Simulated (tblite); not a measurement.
## Geometry relaxation of CH₈ClN₂Si₂ (part 2 of 2)

The same run, continued: CH₈ClN₂Si₂, multiplicity 2, SMILES [SiH3]N[C](Cl)N[SiH3]; GFN2-xTB geometry optimisation, gas phase (tblite 0.8.0). 

Geometry of the input (Å):
```
C  0.0105  -0.3423  -0.8294
N  1.2275  -0.4474  -0.0438
Si 2.4444  0.7330  0.0734
N  -1.1792  -0.9695  -0.2664
Si -2.2985  -0.1376  0.6594
Cl 0.0561  -0.0750  -2.5520
H  1.0081  -0.8142  0.8619
H  2.9480  1.0696  -1.2712
H  1.8474  1.9247  0.7421
H  3.5221  0.1587  0.9191
H  -1.6884  -1.3931  -1.0299
H  -2.8912  0.9475  -0.1839
H  -1.6447  0.4226  1.8561
H  -3.3719  -1.1027  1.0484
```

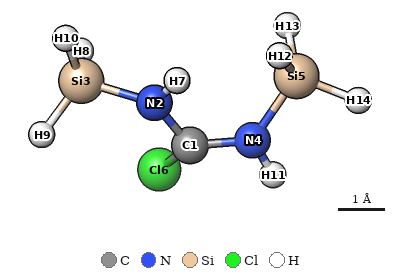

The geometry at step 152 of the log (ball-and-stick view, seen at a tilt; atoms are numbered from 1 in the order of the input).

Trajectory as extended XYZ, continued
```
14
Properties=species:S:1:pos:R:3:forces:R:3 step=88 energy=-546.46207
C    -0.1100    0.2101   -0.9008   -0.0010  -0.0050  -0.0330
N     0.7524    0.4273    0.1428    0.0080   0.0370  -0.0410
Si    2.4595    0.6930   -0.0317    0.0100   0.0140   0.0360
N    -1.3844   -0.2481   -0.6620   -0.0120  -0.0630  -0.0050
Si   -2.2111   -0.6172    0.8157    0.0280  -0.0180   0.0680
Cl    0.6493   -0.5073   -2.3209    0.0590   0.0040   0.0010
H     0.3308    0.2955    1.0491    0.0130   0.0080   0.0220
H     3.2214   -0.5219   -0.3422   -0.0550  -0.0320  -0.0450
H     2.6033    1.6712   -1.1084    0.0570   0.0080   0.0440
H     2.8453    1.1754    1.2933   -0.0490   0.0310  -0.0190
H    -1.8614   -0.4690   -1.5211   -0.0210   0.0100  -0.0550
H    -2.5603    0.6352    1.4967    0.0020   0.0210   0.0070
H    -1.3749   -1.4061    1.7292   -0.0110  -0.0350  -0.0230
H    -3.3697   -1.3639    0.3443   -0.0280   0.0220   0.0440
14
Properties=species:S:1:pos:R:3:forces:R:3 step=96 energy=-546.48345
C    -0.1411    0.2329   -0.9436   -0.0450   0.0400   0.0290
N     0.7041    0.5109    0.0998    0.0010  -0.0130   0.0270
Si    2.4267    0.6899   -0.0121    0.0350   0.0230   0.0890
N    -1.3843   -0.3066   -0.6948   -0.0330  -0.0510   0.0360
Si   -2.1550   -0.6396    0.8257    0.0280  -0.0020  -0.0050
Cl    0.6711   -0.3876   -2.3661    0.0020  -0.0570  -0.0470
H     0.2842    0.3584    1.0047   -0.0320   0.0390   0.0030
H     3.1442   -0.5647   -0.2613   -0.0280  -0.0390  -0.0110
H     2.6890    1.6255   -1.0980    0.0240   0.0680  -0.0220
H     2.7440    1.2137    1.3170    0.0010  -0.0150  -0.0490
H    -1.8535   -0.5860   -1.5427    0.0120   0.0350   0.0270
H    -2.3841    0.6094    1.5659    0.0880   0.0060  -0.0280
H    -1.3399   -1.5353    1.6607   -0.0270   0.0100  -0.0130
H    -3.4151   -1.2464    0.4286   -0.0270  -0.0460  -0.0370
14
Properties=species:S:1:pos:R:3:forces:R:3 step=104 energy=-546.49342
C    -0.1554    0.2337   -0.9547   -0.0170   0.0040   0.0050
N     0.6923    0.5331    0.0820   -0.0010   0.0020  -0.0050
Si    2.4190    0.6930   -0.0059   -0.0090  -0.0250   0.0300
N    -1.3803   -0.3434   -0.6967   -0.0230   0.0380   0.0310
Si   -2.1389   -0.6691    0.8288    0.0380  -0.0350  -0.0120
Cl    0.6586   -0.3722   -2.3834    0.0270  -0.0290   0.0000
H     0.2511    0.4536    0.9849   -0.0260   0.0270   0.0080
H     3.0918   -0.5939   -0.2184   -0.0050   0.0070  -0.0210
H     2.7382    1.6166   -1.0902   -0.0010   0.0160  -0.0130
H     2.7211    1.2366    1.3164    0.0120  -0.0090  -0.0040
H    -1.8755   -0.5709   -1.5439    0.0000  -0.0230  -0.0090
H    -2.2422    0.5890    1.5814   -0.0160   0.0030   0.0080
H    -1.3566   -1.6133    1.6402   -0.0080  -0.0050  -0.0210
H    -3.4328   -1.2182    0.4434    0.0290   0.0290   0.0020
14
Properties=species:S:1:pos:R:3:forces:R:3 step=112 energy=-546.50114
C    -0.1623    0.2540   -0.9728   -0.0280  -0.0090   0.0320
N     0.6678    0.5849    0.0689   -0.0030   0.0230  -0.0460
Si    2.3977    0.6938    0.0089    0.0120  -0.0220  -0.0560
N    -1.3934   -0.3007   -0.7046   -0.0110  -0.0100   0.0160
Si   -2.0930   -0.7106    0.8315    0.0280   0.0600   0.0180
Cl    0.6766   -0.4176   -2.3564    0.0290  -0.0180  -0.0030
H     0.1885    0.6075    0.9541   -0.0120   0.0230   0.0320
H     3.0073   -0.6174   -0.2334    0.0280  -0.0030   0.0270
H     2.7696    1.6107   -1.0687   -0.0070   0.0120   0.0280
H     2.7039    1.2105    1.3402    0.0110  -0.0090  -0.0110
H    -1.8754   -0.5845   -1.5424    0.0150  -0.0050  -0.0210
H    -2.1330    0.5334    1.6165    0.0100  -0.0490   0.0430
H    -1.3433   -1.7255    1.5888   -0.0190   0.0510  -0.0570
H    -3.4207   -1.1640    0.4532   -0.0530  -0.0450  -0.0020
14
Properties=species:S:1:pos:R:3:forces:R:3 step=120 energy=-546.50697
C    -0.1693    0.2717   -0.9762   -0.0190  -0.0220  -0.0060
N     0.6518    0.6427    0.0579   -0.0140  -0.0230   0.0190
Si    2.3855    0.6830    0.0048    0.0520   0.0150   0.0120
N    -1.4068   -0.2672   -0.7074   -0.0050  -0.0090   0.0070
Si   -2.0866   -0.7268    0.8268    0.0150   0.0270  -0.0190
Cl    0.6951   -0.4628   -2.3178   -0.0090   0.0070   0.0190
H     0.1662    0.7187    0.9386    0.0090   0.0020  -0.0400
H     2.9782   -0.6406   -0.2151   -0.0180   0.0170   0.0140
H     2.7787    1.5969   -1.0663    0.0170  -0.0010  -0.0100
H     2.7063    1.1977    1.3340   -0.0020  -0.0030  -0.0060
H    -1.8692   -0.5765   -1.5484   -0.0150   0.0080   0.0150
H    -2.0668    0.4750    1.6740   -0.0210  -0.0260   0.0040
H    -1.3412   -1.7873    1.5149    0.0100  -0.0020  -0.0100
H    -3.4317   -1.1501    0.4642   -0.0010   0.0080   0.0020
14
Properties=species:S:1:pos:R:3:forces:R:3 step=128 energy=-546.50965
C    -0.1672    0.2716   -0.9751   -0.0140  -0.0120  -0.0290
N     0.6557    0.6544    0.0544   -0.0430  -0.0080   0.0110
Si    2.3902    0.6844    0.0046    0.0020   0.0010   0.0160
N    -1.4135   -0.2458   -0.7038   -0.0050   0.0260   0.0230
Si   -2.0783   -0.7503    0.8224   -0.0210   0.0100   0.0120
Cl    0.6997   -0.5077   -2.2868    0.0140  -0.0010  -0.0230
H     0.1533    0.8237    0.9110    0.0270  -0.0020  -0.0100
H     2.9446   -0.6607   -0.1781    0.0080   0.0260   0.0070
H     2.8079    1.5666   -1.0871    0.0100  -0.0280   0.0260
H     2.7126    1.2224    1.3253   -0.0060   0.0010  -0.0280
H    -1.8962   -0.5184   -1.5466    0.0070   0.0090   0.0240
H    -2.0437    0.4063    1.7307    0.0040  -0.0070  -0.0250
H    -1.3365   -1.8462    1.4534    0.0090  -0.0090  -0.0100
H    -3.4384   -1.1261    0.4596    0.0090  -0.0070   0.0090
14
Properties=species:S:1:pos:R:3:forces:R:3 step=136 energy=-546.51120
C    -0.1721    0.2776   -0.9736    0.0050   0.0030  -0.0210
N     0.6546    0.6639    0.0521   -0.0070  -0.0090  -0.0080
Si    2.3900    0.6787    0.0085    0.0050   0.0170  -0.0100
N    -1.4249   -0.2205   -0.6973    0.0130   0.0170   0.0080
Si   -2.0757   -0.7683    0.8219   -0.0060   0.0190  -0.0120
Cl    0.6922   -0.5187   -2.2791   -0.0070  -0.0010   0.0100
H     0.1527    0.8702    0.9004    0.0100  -0.0080  -0.0040
H     2.9426   -0.6724   -0.1203   -0.0110  -0.0010   0.0050
H     2.8315    1.5124   -1.1108   -0.0060  -0.0130   0.0110
H     2.7175    1.2719    1.3026   -0.0170  -0.0020   0.0050
H    -1.9166   -0.4761   -1.5398   -0.0010   0.0030   0.0070
H    -2.0129    0.3649    1.7571    0.0130  -0.0240  -0.0080
H    -1.3412   -1.9002    1.3943    0.0030   0.0100   0.0100
H    -3.4474   -1.1089    0.4680    0.0040  -0.0100   0.0070
14
Properties=species:S:1:pos:R:3:forces:R:3 step=144 energy=-546.51208
C    -0.1767    0.2890   -0.9827    0.0020  -0.0080  -0.0050
N     0.6504    0.6816    0.0396   -0.0030   0.0110  -0.0110
Si    2.3854    0.6775    0.0140   -0.0020   0.0090   0.0030
N    -1.4326   -0.1963   -0.6973    0.0010  -0.0020   0.0030
Si   -2.0625   -0.7820    0.8183    0.0020  -0.0020   0.0010
Cl    0.6850   -0.5328   -2.2741   -0.0020  -0.0010   0.0040
H     0.1449    0.9210    0.8764   -0.0020  -0.0040   0.0110
H     2.9157   -0.6846   -0.0814    0.0010  -0.0090   0.0060
H     2.8563    1.4801   -1.1154   -0.0070  -0.0030   0.0060
H     2.6959    1.2930    1.3022    0.0010  -0.0050  -0.0030
H    -1.9272   -0.4543   -1.5373   -0.0150   0.0020  -0.0050
H    -1.9558    0.3204    1.7834    0.0010  -0.0010  -0.0040
H    -1.3421   -1.9420    1.3510    0.0120   0.0050  -0.0020
H    -3.4465   -1.0962    0.4871    0.0120   0.0060  -0.0030
14
Properties=species:S:1:pos:R:3:forces:R:3 step=152 energy=-546.51254
C    -0.1829    0.2968   -0.9913    0.0040   0.0140  -0.0110
N     0.6422    0.7086    0.0248    0.0050  -0.0090  -0.0070
Si    2.3776    0.6741    0.0212   -0.0070   0.0090   0.0010
N    -1.4396   -0.1803   -0.6983    0.0050   0.0000  -0.0030
Si   -2.0460   -0.7927    0.8164    0.0010  -0.0210   0.0050
Cl    0.6774   -0.5451   -2.2704    0.0100  -0.0010   0.0030
H     0.1340    0.9517    0.8591   -0.0030   0.0010   0.0090
H     2.8910   -0.6968   -0.0392   -0.0010  -0.0050  -0.0020
H     2.8698    1.4511   -1.1165   -0.0050  -0.0090   0.0020
H     2.6837    1.3080    1.3013   -0.0020  -0.0020   0.0010
H    -1.9425   -0.4344   -1.5348   -0.0060   0.0040  -0.0040
H    -1.9072    0.2847    1.8034    0.0000   0.0140   0.0060
H    -1.3283   -1.9724    1.3081    0.0030   0.0060  -0.0030
H    -3.4388   -1.0788    0.5000   -0.0040  -0.0040   0.0040
14
Properties=species:S:1:pos:R:3:forces:R:3 step=160 energy=-546.51276
C    -0.1823    0.2990   -0.9934    0.0040  -0.0030  -0.0010
N     0.6414    0.7083    0.0243   -0.0060  -0.0020   0.0100
Si    2.3767    0.6734    0.0211    0.0000   0.0100   0.0020
N    -1.4386   -0.1792   -0.7001    0.0020   0.0030  -0.0020
Si   -2.0449   -0.7902    0.8157   -0.0030  -0.0020  -0.0050
Cl    0.6825   -0.5473   -2.2690   -0.0040   0.0030   0.0010
H     0.1341    0.9329    0.8649    0.0030   0.0040  -0.0040
H     2.8913   -0.6970   -0.0369    0.0020  -0.0070  -0.0030
H     2.8647    1.4486   -1.1193   -0.0030  -0.0070   0.0060
H     2.6828    1.3073    1.3016   -0.0020  -0.0010  -0.0050
H    -1.9462   -0.4245   -1.5363   -0.0040  -0.0020  -0.0030
H    -1.9175    0.2926    1.7994    0.0010   0.0060   0.0020
H    -1.3179   -1.9619    1.3116    0.0060   0.0020  -0.0010
H    -3.4357   -1.0875    0.5002    0.0030  -0.0030   0.0010
14
Properties=species:S:1:pos:R:3:forces:R:3 step=168 energy=-546.51291
C    -0.1827    0.2999   -0.9941   -0.0050   0.0020   0.0010
N     0.6392    0.7056    0.0266   -0.0030   0.0010   0.0030
Si    2.3740    0.6695    0.0246    0.0090   0.0000  -0.0030
N    -1.4413   -0.1735   -0.7026   -0.0030  -0.0010  -0.0010
Si   -2.0410   -0.7891    0.8140   -0.0020  -0.0010  -0.0030
Cl    0.6815   -0.5510   -2.2659    0.0020   0.0010  -0.0060
H     0.1296    0.9403    0.8627    0.0030   0.0030   0.0000
H     2.8889   -0.7014   -0.0360   -0.0040   0.0010   0.0050
H     2.8614    1.4415   -1.1179    0.0040   0.0020   0.0040
H     2.6804    1.3051    1.3041   -0.0010  -0.0040  -0.0060
H    -1.9501   -0.4155   -1.5391   -0.0030  -0.0010   0.0030
H    -1.9184    0.2939    1.7985   -0.0020   0.0050   0.0000
H    -1.3008   -1.9539    1.3057    0.0040  -0.0040   0.0020
H    -3.4304   -1.0970    0.5032    0.0010  -0.0020  -0.0010
14
Properties=species:S:1:pos:R:3:forces:R:3 step=176 energy=-546.51301
C    -0.1847    0.3004   -0.9964   -0.0090   0.0010   0.0000
N     0.6372    0.7032    0.0258    0.0000   0.0060  -0.0030
Si    2.3717    0.6672    0.0250    0.0140  -0.0080   0.0010
N    -1.4424   -0.1757   -0.7051   -0.0050  -0.0020  -0.0010
Si   -2.0379   -0.7879    0.8143    0.0050  -0.0010   0.0010
Cl    0.6806   -0.5465   -2.2703    0.0000   0.0030   0.0000
H     0.1283    0.9430    0.8608   -0.0030   0.0000  -0.0050
H     2.8838   -0.7048   -0.0373   -0.0040   0.0060  -0.0010
H     2.8657    1.4455   -1.1104    0.0000  -0.0040  -0.0010
H     2.6752    1.2972    1.3074    0.0030   0.0010   0.0050
H    -1.9527   -0.4176   -1.5409    0.0030   0.0010   0.0060
H    -1.9221    0.3019    1.7925   -0.0040   0.0020   0.0020
H    -1.2871   -1.9444    1.3101    0.0000   0.0000   0.0020
H    -3.4254   -1.1071    0.5084   -0.0030  -0.0030  -0.0050
14
Properties=species:S:1:pos:R:3:forces:R:3 step=184 energy=-546.51321
C    -0.1881    0.3057   -1.0016   -0.0010  -0.0130  -0.0050
N     0.6364    0.7073    0.0193   -0.0130   0.0010   0.0000
Si    2.3709    0.6602    0.0291   -0.0010   0.0040  -0.0060
N    -1.4431   -0.1762   -0.7061    0.0040   0.0000   0.0000
Si   -2.0329   -0.7859    0.8167    0.0060   0.0030  -0.0050
Cl    0.6747   -0.5366   -2.2811   -0.0040   0.0110   0.0130
H     0.1260    0.9510    0.8522   -0.0030   0.0010   0.0050
H     2.8771   -0.7132   -0.0388   -0.0030   0.0000   0.0010
H     2.8725    1.4427   -1.1000    0.0060  -0.0040  -0.0040
H     2.6698    1.2833    1.3163    0.0030  -0.0030  -0.0010
H    -1.9562   -0.4199   -1.5396    0.0060   0.0040   0.0040
H    -1.9429    0.3134    1.7875    0.0000  -0.0030  -0.0020
H    -1.2603   -1.9240    1.3215   -0.0040   0.0030   0.0030
H    -3.4135   -1.1333    0.5084    0.0030  -0.0030  -0.0020
14
Properties=species:S:1:pos:R:3:forces:R:3 step=192 energy=-546.51340
C    -0.1914    0.3132   -1.0036   -0.0030   0.0030   0.0000
N     0.6328    0.7193    0.0159   -0.0020  -0.0010   0.0000
Si    2.3671    0.6542    0.0298   -0.0040  -0.0060   0.0020
N    -1.4444   -0.1716   -0.7053   -0.0020  -0.0020  -0.0040
Si   -2.0270   -0.7878    0.8173    0.0000  -0.0030   0.0020
Cl    0.6733   -0.5273   -2.2810    0.0010   0.0010  -0.0030
H     0.1211    0.9700    0.8459    0.0060   0.0020   0.0040
H     2.8605   -0.7239   -0.0331   -0.0060  -0.0060   0.0010
H     2.8859    1.4267   -1.0982   -0.0030   0.0040  -0.0070
H     2.6669    1.2740    1.3177    0.0070   0.0070   0.0080
H    -1.9608   -0.4130   -1.5372    0.0040   0.0010  -0.0050
H    -1.9554    0.3142    1.7870   -0.0010  -0.0070  -0.0040
H    -1.2380   -1.9141    1.3232   -0.0010   0.0040   0.0050
H    -3.4005   -1.1596    0.5054    0.0020   0.0030   0.0030
14
Properties=species:S:1:pos:R:3:forces:R:3 step=200 energy=-546.51359
C    -0.1963    0.3253   -1.0049    0.0090   0.0010   0.0030
N     0.6291    0.7291    0.0150    0.0070   0.0040   0.0010
Si    2.3629    0.6458    0.0327   -0.0070  -0.0070  -0.0020
N    -1.4450   -0.1705   -0.7069    0.0040   0.0010  -0.0040
Si   -2.0204   -0.7897    0.8167    0.0010  -0.0050   0.0030
Cl    0.6706   -0.5039   -2.2883    0.0000   0.0010  -0.0020
H     0.1198    0.9825    0.8457   -0.0040   0.0000  -0.0030
H     2.8374   -0.7395   -0.0210   -0.0010  -0.0020   0.0020
H     2.8919    1.4048   -1.0997   -0.0030   0.0030  -0.0010
H     2.6692    1.2712    1.3168    0.0030   0.0020   0.0020
H    -1.9590   -0.4140   -1.5396   -0.0030  -0.0010   0.0000
H    -1.9714    0.3155    1.7832    0.0020   0.0050   0.0000
H    -1.2119   -1.8980    1.3312   -0.0030   0.0000  -0.0010
H    -3.3868   -1.1842    0.5030   -0.0040  -0.0040   0.0020
14
Properties=species:S:1:pos:R:3:forces:R:3 step=202 energy=-546.51364
C    -0.1965    0.3273   -1.0056    0.0000   0.0000   0.0000
N     0.6281    0.7334    0.0140    0.0000   0.0000   0.0000
Si    2.3614    0.6441    0.0338    0.0000   0.0000   0.0000
N    -1.4440   -0.1719   -0.7075    0.0000   0.0000   0.0000
Si   -2.0187   -0.7909    0.8168    0.0000   0.0000   0.0000
Cl    0.6716   -0.4980   -2.2903    0.0000   0.0000   0.0000
H     0.1174    0.9881    0.8435    0.0000   0.0000   0.0000
H     2.8316   -0.7428   -0.0170    0.0000   0.0000   0.0000
H     2.8913    1.4013   -1.0996    0.0000   0.0000   0.0000
H     2.6702    1.2709    1.3168    0.0000   0.0000   0.0000
H    -1.9580   -0.4168   -1.5398    0.0000   0.0000   0.0000
H    -1.9663    0.3157    1.7819    0.0000   0.0000   0.0000
H    -1.2120   -1.9007    1.3307    0.0000   0.0000   0.0000
H    -3.3860   -1.1853    0.5061    0.0000   0.0000   0.0000
```
